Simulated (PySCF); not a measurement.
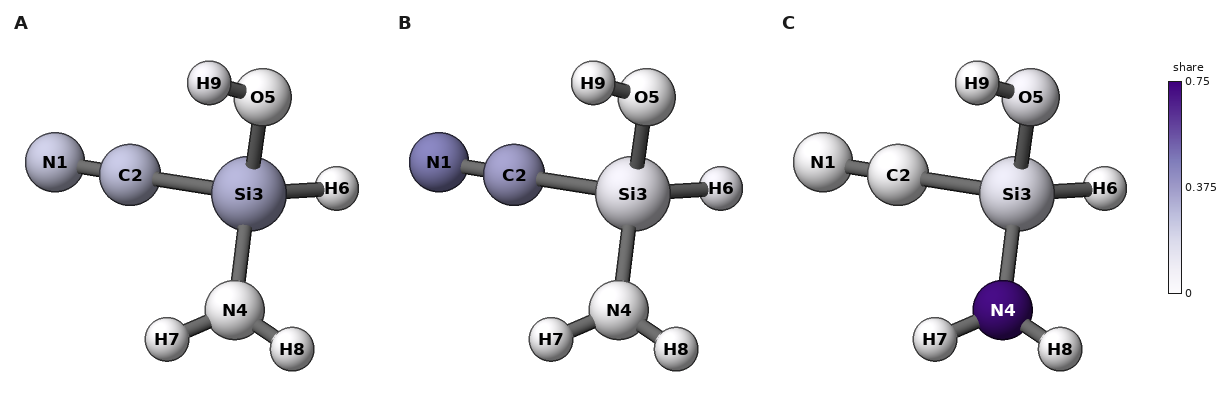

Each panel colours the atoms by their Löwdin share in one orbital (up to four of the largest shares; other atoms are shown as zero). The geometry was computed by an optimisation with PBE0-D3(BJ)/def2-SVP. No frequency run is at hand to confirm it as a minimum. Computed with PBE0/def2-TZVP (PySCF 2.14.0).

### The panels show the HOMO−2, HOMO, LUMO, in some order. Which is which?

A: LUMO, −0.66 eV; Si3 0.31, C2 0.26, N1 0.24, H9 0.05
B: HOMO−2, −9.81 eV; N1 0.45, C2 0.36, Si3 0.09, H6 0.08
C: HOMO, −8.32 eV; N4 0.72, Si3 0.13, O5 0.08
